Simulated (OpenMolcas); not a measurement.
InSiNH6: a line through the functionals

InSiNH6 has 9 atoms, charge 0, and is taken as a singlet. As SMILES, `N[SiH2][InH2]`. The shape is that of a PBE0-D4/def2-TZVP optimisation. This is one conformer, not always the lowest.

The vertical energy of the triplet above the singlet y, in eV, basis def2-SVP with a core potential; a is the functional's share of exact exchange. Programs: OpenMolcas 26.06.

| functional | program | a | y (eV) |
| --- | --- | --- | --- |
| TPSS | OpenMolcas | 0 | 3.28 |
| r2SCAN | OpenMolcas | 0 | 3.18 |
| B3LYP | OpenMolcas | 0.2 | ? |
| PBE0 | OpenMolcas | 0.25 | 3.39 |
| BHLYP | OpenMolcas | 0.5 | 3.63 |

Fit y = c + s·a to the known rows and predict B3LYP.


1. Means of the 4 rows: a = 0.1875, y = 3.370.
2. Σ(Δa)² = 0.17188, Σ(Δa·Δy) = 0.135, so the slope is 0.135/0.17188 = 0.78543.
3. Intercept: 3.370 − (0.78543) × 0.1875 = 3.223. The largest residual of the fit is 0.057.
4. B3LYP: 3.223 + (0.78543) × 0.2 = 3.38 eV.

The run gave 3.41 eV, so the prediction is off by -0.03 eV, within the largest residual. The rows mix families of semi-local functionals, which the line can't see. Spin-orbit coupling is left out.

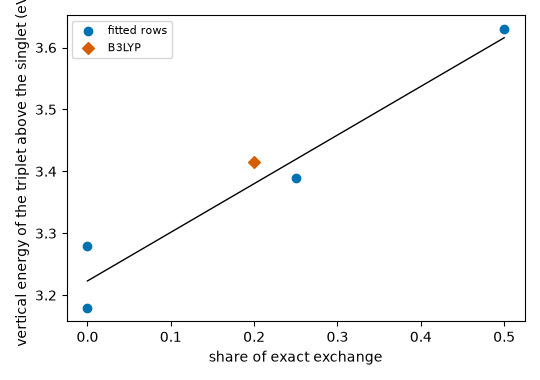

The fitted line, with the withheld row.
